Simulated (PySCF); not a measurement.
In(Cl)(Br)(Vi), C₂H₃BrClIn, SMILES C=[CH][In]([Cl])[Br], singlet at its B3LYP/def2-SVP optimised geometry (Å):

```
8

In    -0.1472    -0.8998     0.0000
Cl    -1.1187    -3.0544    -0.0021
Br     2.3593    -0.8998     0.0000
C     -1.2657     0.9284     0.0000
C     -0.6591     2.1209    -0.0032
H     -2.3593     0.8577     0.0022
H     -1.2370     3.0544    -0.0038
H      0.4308     2.2328    -0.0056
```

Calculation: B3LYP/def2-TZVP, def2 effective core potentials past Kr run with PySCF. The core electrons that the potentials of In replace are not part of the density.

Map of the Laplacian of the electron density (e/bohr⁵) on the plane z = 1.0 Å:

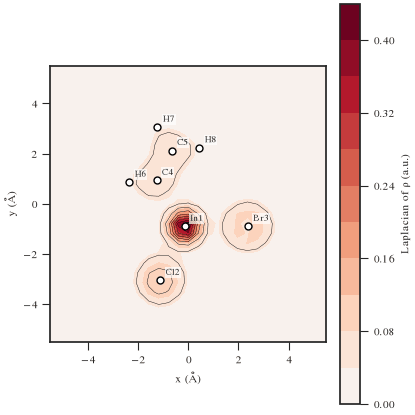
Figure. Laplacian of the electron density (e/bohr⁵) on the plane z = 1.0 Å.
